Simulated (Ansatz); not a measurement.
Fields on a plane of ScIr (CsCl type)

```
CELL_PARAMETERS angstrom
      3.16207     0.00000     0.00000
      0.00000     3.16207     0.00000
      0.00000     0.00000     3.16207
ATOMIC_POSITIONS crystal
  Sc 0.50000 0.50000 0.50000
  Ir 0.00000 0.00000 0.00000
```

The slice is a {110} plane (indices of the conventional cell) through the point (0.500, 0.500, 0.500) (fractional), spanned by u = [100] and v = [011] in vectors of this cell: u (3.16 Å) and v (4.47 Å, at 90° to u). It covers one period; positions are fractions (u, v).

Atoms on it: Sc at (0.00, 0.00); Ir at (0.50, 0.50).

These are LDA (plane waves to 420 eV, PAW, scalar-relativistic; Ansatz, a quantum-chemistry and plane-wave program) values and carry that method's errors. k mesh 15×15×15. These are valence fields of a PAW run, semicore shells included where kept as valence: close to a nucleus they are smooth pseudo fields. ScIr is run without spin polarisation. ScIr was relaxed with its symmetry unable to fall. Spin-orbit coupling is left out, though Ir is heavy.

```
|9999998877664422110000000000001122446677889999|
|9999998877553322110000000000001122335577889999|
|8888887766443311110000000000001111334466778888|
|7777776655332211110000000000001111223355667777|
|6666554433222211111111111111111111222233445566|
|4444333322221111111111111111111111112222333344|
|2222222211111111222222222222222211111111222222|
|1111111111112222223333333333332222221111111111|
|1111111111222233334444444444443333222211111111|
|1111111122223344445555666655554444332222111111|
|1111111122334455666677777777666655443322111111|
|1111112222334466778888888888887766443322221111|
|1111112233445577889999999999998877554433221111|
|1111222233446677889999999999998877664433222211|
|1111222233556688999999999999999988665533222211|
|1111222233556688999999999999999988665533222211|
|1111222233556688999999999999999988665533222211|
|1111222233446677889999999999998877664433222211|
|1111112233445577889999999999998877554433221111|
|1111112222334466778888888888887766443322221111|
|1111111122334455666677777777666655443322111111|
|1111111122223344445555666655554444332222111111|
|1111111111222233334444444444443333222211111111|
|1111111111112222223333333333332222221111111111|
|2222222211111111222222222222222211111111222222|
|4444333322221111111111111111111111112222333344|
|6666554433222211111111111111111111222233445566|
|7777776655332211110000000000001111223355667777|
|8888887766443311110000000000001111334466778888|
|9999998877553322110000000000001122335577889999|
|9999998877664422110000000000001122446677889999|
|9999998877664422110000000000001122446677889999|
```
Scale: ten equal steps from -0.88 (start of '0') to 0.96 (end of '9'), in the order '0123456789'. Values: log₁₀ of the valence density in e/Å³. The map has 23 points along u (two characters each, u = 0 at the left) and 32 along v (v = 0 in the bottom row). The scale is logarithmic, as a density can span decades between atoms and voids.

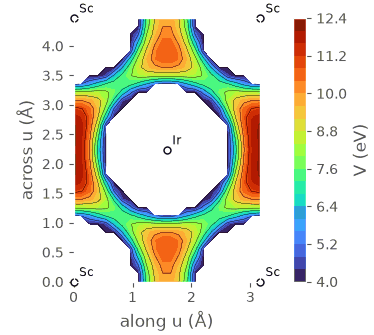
Figure. Electrostatic potential energy of an electron, from the cell's mean, in eV, one period of the plane, atoms marked. Points within 1 Å of a nucleus are left white, as the pseudised field means little there. Values under 4 eV are set to 4. The zero, the cell's mean, hangs on the PAW cores.

| Quantity | Value |
|---|---|
| Density on the Sc–Ir line (2.74 Å) at its density minimum, 1.2 Å from Sc | 0.28 e/Å³ |
| ELF at that point | 0.2 |
